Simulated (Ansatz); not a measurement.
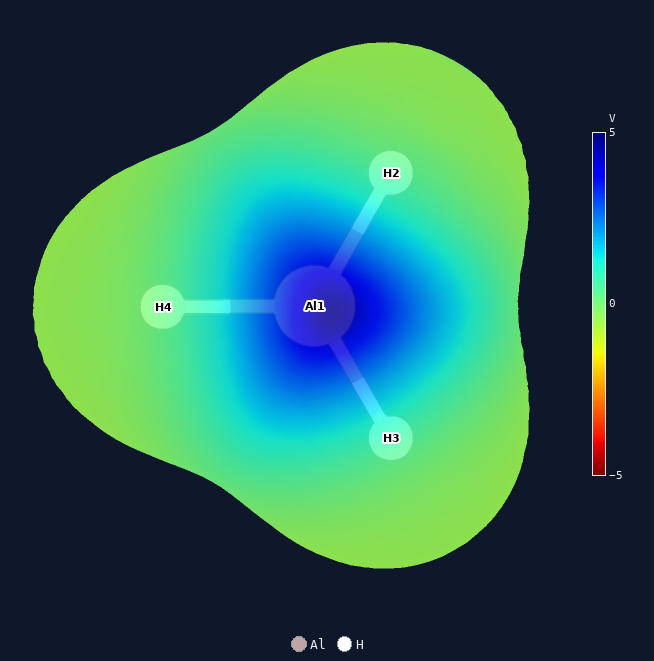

The picture shows: AlH₃. The electrostatic potential painted on the density surface at 0.002 e/bohr³, seen across its widest extent; the colour scale runs from red (negative) to blue (positive).

All numbers below come from Ansatz, RKS BHLYP/6-31G*.

```yaml
atoms:
  - { symbol: Al, position_ang: [0.3922, 0.0000, 0.2265] }
  - { symbol: H, position_ang: [0.3930, 0.0001, 1.8053] }
  - { symbol: H, position_ang: [1.7594, 0.0000, -0.5631] }
  - { symbol: H, position_ang: [-0.9754, -0.0001, -0.5625] }
```

**Where is the surface potential most negative and most positive?**

The most negative region (about −0.5 V) lies over H2, H3 and H4, the most positive (about +4.5 V) over Al1.
